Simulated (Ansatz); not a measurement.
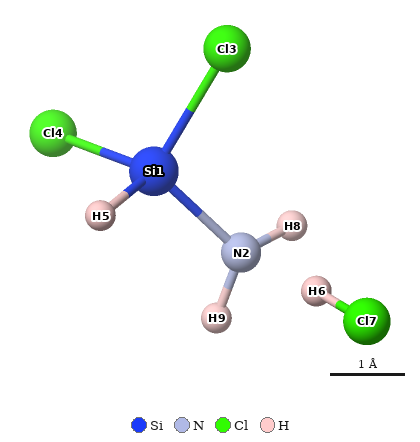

Fig. 1: The structure (ball-and-stick view, seen at a tilt; atoms are numbered from 1 in the order of the input). Bond lengths as drawn: Cl–H 1.31 Å, Cl–Si 2.03 to 2.05 Å, H–N 1.01 Å, H–Si 1.47 Å and N–Si 1.72 Å.

## Single-point calculation of SiNH4Cl3

- system: SiNH4Cl3
- method: RKS PBE0-D4/def2-TZVPP (Ansatz 0.2.0)

The geometry is the reactant side of a reaction. The reaction was set up to form Si1–Cl7 and N2–H6 and to break Si1–N2 and H6–Cl7 (atoms counted from 1 in the order of the input); sticks are drawn by distance alone. The geometry comes from this level: PBE0-D4/def2-TZVP.

### Input
```yaml
crystal:
  periodic: [false, false, false]
  atoms:
    - {symbol: Si, position_ang: [-0.852863, -0.663663, 0.218720]}
    - {symbol: N, position_ang: [0.749658, -0.049397, 0.334385]}
    - {symbol: Cl, position_ang: [-1.101313, -1.270145, -1.703399]}
    - {symbol: Cl, position_ang: [-1.205278, -2.251420, 1.459446]}
    - {symbol: H, position_ang: [-1.807099, 0.398163, 0.570647]}
    - {symbol: H, position_ang: [0.822952, 1.518912, -0.692082]}
    - {symbol: Cl, position_ang: [0.868887, 2.645111, -1.364713]}
    - {symbol: H, position_ang: [1.484701, -0.618891, -0.065330]}
    - {symbol: H, position_ang: [1.040356, 0.291231, 1.242427]}
basis:
  gaussian: {orbitals: def2-TZVPP}
hamiltonian: {xc: pbe0, dispersion: d4}
output: {orbitals: {seedname: orbitals}}
```

Run on 8 threads of Arm Neoverse V1, 23 GiB of memory available, shared host.

Launched with:
```bash
ansatz run in.yaml --threads 8 --pin off --events-out ev --progress --plain --max-ram 19148MiB
```

### Log
```
Functional definition: PBE0
  name "PBE0"
  cite "Adamo & Barone, J. Chem. Phys. 110, 6158 (1999) doi:10.1063/1.478522"
  cite "Perdew, Burke & Ernzerhof, Phys. Rev. Lett. 77, 3865 (1996) doi:10.1103/PhysRevLett.77.3865"
  parent pbe
  parameter a = 0.25
  parameter kappa = 0.804
  parameter beta = 0.06672455060314922
  exchange = (1 - a)*pbe_x(kappa = kappa, mu = beta*pi^2/3) + a*exact_x
  correlation = pbe_c(beta = beta)
1657 factors; their error is unknown
mean field evaluation 1: about -46984.1562 eV, gradient 5.5e1 eV
mean field evaluation 2: about -46978.0099 eV, gradient 7.3e1 eV
mean field evaluation 4: about -46989.5809 eV, gradient 2.9e0 eV
mean field evaluation 8: about -46989.5990 eV, gradient 4.2e-2 eV
mean field evaluation 16: about -46989.7139 eV, gradient 3.4e-5 eV
mean field -46989.71385085 eV, -1726.8401332466 hartree, gradient 3.5e-5 eV, S^2 0.000000; 0 other end points of the search recorded, 0 dependent functions left out
reference -46989.71388429 eV, -1726.8401344755 hartree; 38, 38 occupied and 217, 217 virtual orbitals, 1657 factors
Total energy: -46989.94034949 eV, -1726.8484569184 hartree
```

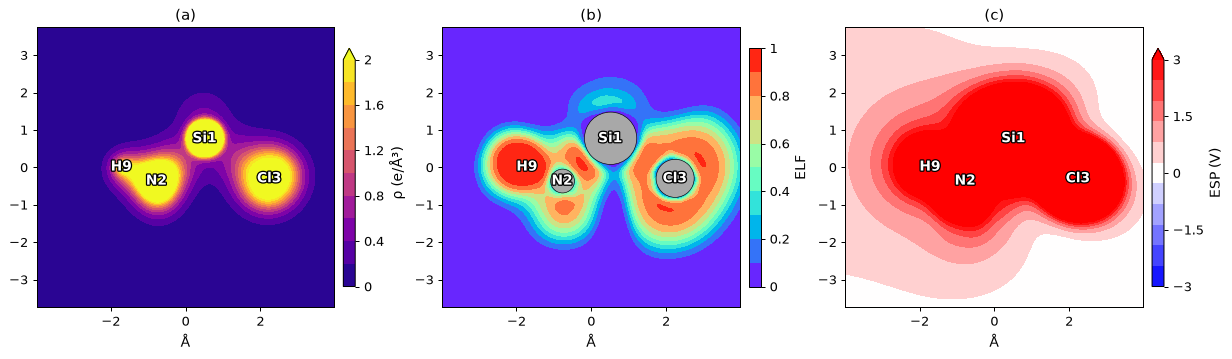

Fig. 2: (a) electron density; (b) electron localisation function; (c) molecular electrostatic potential on the plane of atoms N2, Si1 and Cl3. Grey discs, where drawn, cover atomic cores. The potential has no marked negative region in this plane.

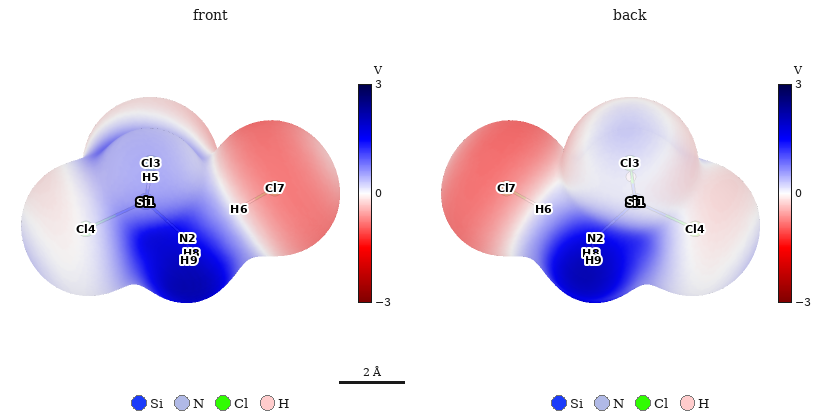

Fig. 3: The electrostatic potential painted on the density surface at 0.001 e/bohr³, seen face on and from behind; the colour scale runs from red (negative) to blue (positive).

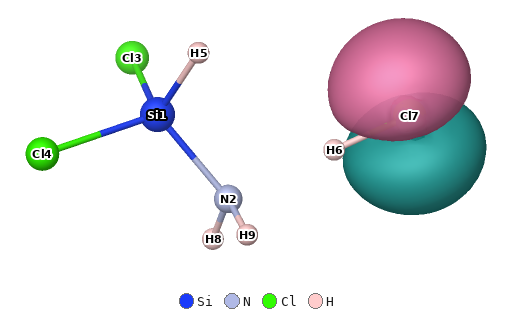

Fig. 4: One frontier orbital at ±0.15 Å⁻³ᐟ² (teal and pink are the two phases), seen at a tilt. The HOMO−1, at −8.73 eV.

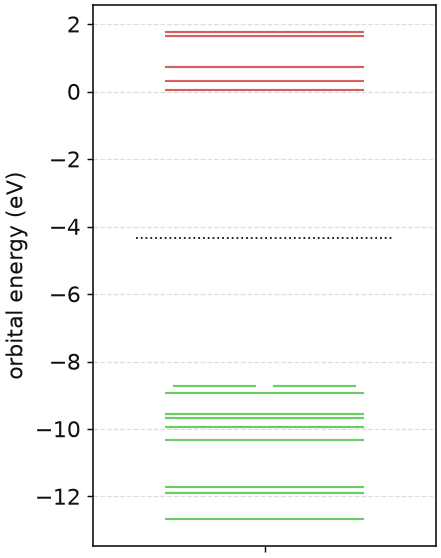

Fig. 5: Orbital energies near the frontier; the dotted line parts filled from empty levels, and levels within 0.02 eV of each other stand side by side. Highest filled −8.71 eV, lowest empty 0.04 eV, 8.75 eV apart.

### Results in brief

| quantity | value |
| --- | --- |
| outcome | converged |
| total energy | −46989.9403 eV |
| mean-field energy | −46989.7139 eV |
| dispersion energy | −0.2265 eV |
| SCF solution under orbital rotations | stable |
| HOMO | −8.71 eV |
| LUMO | 0.04 eV |
| wall time | 2.8 s (CPU time 19 s) |
| peak memory | 0.84 GiB |
